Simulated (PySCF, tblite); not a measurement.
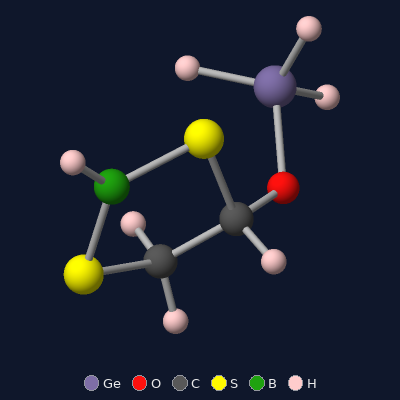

Geometry used (C₂H₇BGeOS₂, SMILES [GeH3][O][C@@H]1CSBS1, singlet).

Vertical TDDFT excitations, PBE0/def2-SVPD, PySCF, at a GFN2-xTB geometry (a minimum by its frequencies), gas phase.

> Predict the low-lying singlet excitations and the spectrum.

The lowest singlet lies at 5.01 eV (247 nm, f = 0.090); the brightest of the first 8 is S1 at 5.01 eV (247 nm), f = 0.090, mainly HOMO → LUMO (94 %). No singlet lies below 3.1 eV (beyond 400 nm), so at this level no vertical transition falls in the visible.


```csv
state,E (eV),λ (nm),f,main character
S1,5.01,247,0.090,HOMO → LUMO (94 %)
S2,5.39,230,0.016,HOMO → LUMO+1 (89 %)
S3,6.13,202,0.002,HOMO−2 → LUMO (86 %)
S4,6.18,201,0.023,HOMO−1 → LUMO (82 %)
S5,6.24,199,0.007,HOMO → LUMO+2 (88 %)
S6,6.47,192,0.002,HOMO−1 → LUMO+1 (40 %)
S7,6.56,189,0.018,HOMO → LUMO+3 (53 %)
S8,6.65,187,0.015,HOMO−3 → LUMO (32 %)
```

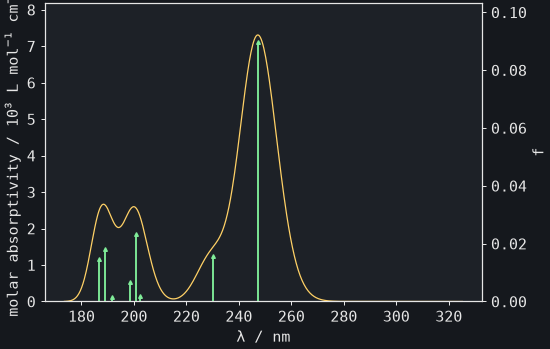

The lowest 8 singlet states are shown; each is broadened by a Gaussian of 1/e half-width 0.20 eV. Sticks give oscillator strengths (right axis).

Known limits of this run: the tight-binding geometry is rougher than a DFT one and adds to the error; one conformer of a flexible molecule; core orbitals are frozen in the response.
